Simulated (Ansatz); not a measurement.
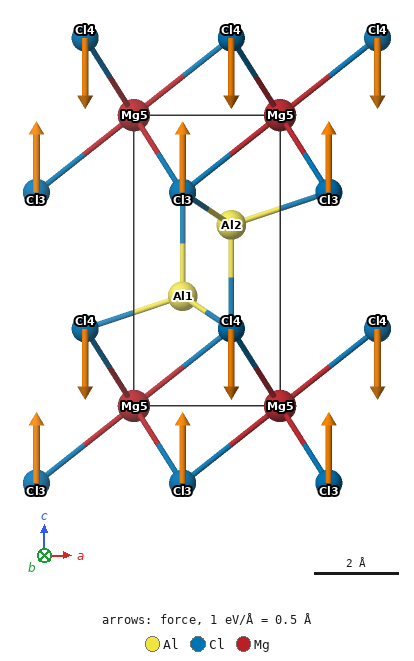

Starting geometry of solid MgAl$_{2}$Cl$_{2}$ (a generated structure, set up in P-3m1) with the computed forces as orange arrows. Style: ball-and-stick. Shown: the cell of the calculation, along the b axis.

Level of theory: DFT, PAW plane waves, PBE (Ansatz). (plane-wave cutoff 420 eV; k-point mesh 5 × 5 × 3; occupations fermi dirac; smearing width 0.0429 eV; no spin polarisation; cell and atoms relaxed; at most 40 steps)

> Is this structure relaxed? If not, where do the atoms go?

It isn't relaxed: the largest force vector, on Cl atoms, is 3.39 eV/Å. The final displacements follow the starting forces only in part (cosine between the two patterns 0.61). The largest moves relative to the cell, 2.48 Å, are those of Al1 and Al2. Al1 goes along +c. By element the largest moves are Al 2.48 Å, Cl 2.03 Å. Mg stays in place. Cell: a = b 4.021 → 3.547 Å (−11.8 %), c 6.926 → 12.982 Å (+87.4 %). Volume +45.9 %. Among the contacts that change: Al1–Cl4 2.447 → 6.299 Å, Al1–Cl3 2.475 → 4.187 Å, Cl3–Mg5 2.961 → 2.491 Å, Al1–Al2 2.877 → 2.706 Å. Bonds break: Al1–Cl3 (2.47 → 4.19 Å), Al1–Cl4 (2.45 → 6.30 Å), Al2–Cl3 (2.45 → 6.30 Å), Al2–Cl4 (2.47 → 4.19 Å). Among the angles between lasting bonds that change: Mg5–Cl3–Mg5 85.5° → 90.8°, Cl3–Mg5–Cl3 85.5° → 90.8°, Cl3–Mg5–Cl4 94.5° → 89.2°. The space group stays P-3m1 (No. 164). Over 32 accepted moves (40 points after the start) the energy falls by 1377 meV per atom. Largest force component: 3.4 eV/Å at the start, 0.0063 eV/Å at the end. The pressure goes from 18.44 to 0.02 GPa. The line search rejected the trial steps at points 8, 22, 26, 28 of the run. At 4 points the geometry stayed and the basis and grid were re-selected for the new cell (energy shift of 12.3 meV per atom at most each time). The run took roughly 90 core-seconds on a shared host.
